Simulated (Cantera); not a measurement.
A closed system holds: 1 mol Fe₂O₃, 1.7 mol C, 0.062 mol CO, at 40.5 Torr.

Cantera equilibrium calculation (NASA polynomials, part measured and part estimated; ideal gas, pure solids and liquids). Candidate condensed phases: C, Fe, Fe(CO)₅, FeO, Fe₂O₃, Fe₃O₄; 15 gas species. Each liquid is taken as pure. Mutual solubility and eutectic melting of coexisting phases are not modelled. The tables' stoichiometric FeO is somewhat more stable than real wüstite, so its field is too wide. FeO: taken at fixed stoichiometry. Rates play no part.

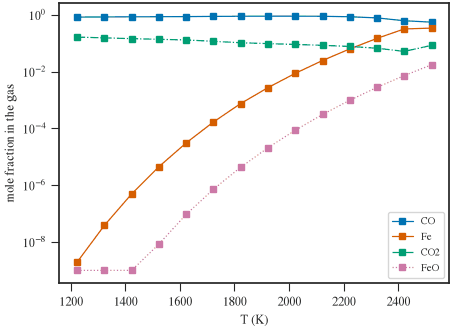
Fig. 1. Equilibrium gas composition (values under 1e-9 drawn at 1e-9)

From 1223 K to 1623 K the condensed part is Fe(γ) + FeO(s). At 1723 K the condensed part is Fe(δ) + FeO(l). From 1823 K to 2323 K the condensed part is Fe(l) + FeO(l). From 2423 K to 2523 K the condensed part is FeO(l).
